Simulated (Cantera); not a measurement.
Charge: 1 mol SiO2, 2.7 mol SiCl4, 0.75 mol O2, 3.7 mol BCl3, equilibrated at 45.0 mbar.

These are equilibrium values from Cantera (NASA tables, ideal gas, pure condensed phases), not measurements of a reactor. Candidate condensed phases: B, B2O3, Si, SiO2; 27 gas species. The tables' values for BOCl, SiCl3 are old estimates; treat these amounts as uncertain. The tables hold silica as quartz up to 1696 K and as liquid above; real silica turns to tridymite and cristobalite and melts near 1996 K. Condensed phases not in the tables: borates and borosilicate glass, alloys, solid solutions and most ternary compounds. Equilibrium is a limit: real reactors are often held back by kinetics, nucleation or transport.

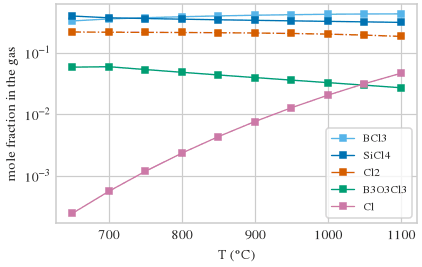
Fig. 1. Equilibrium gas composition (values under 1e-9 drawn at 1e-9)

### Question
Read off the mole fractions at 750 °C.

### Answer
BCl3 about 0.37, SiCl4 about 0.36, Cl2 about 0.21, B3O3Cl3 about 0.053, Cl about 0.0012.
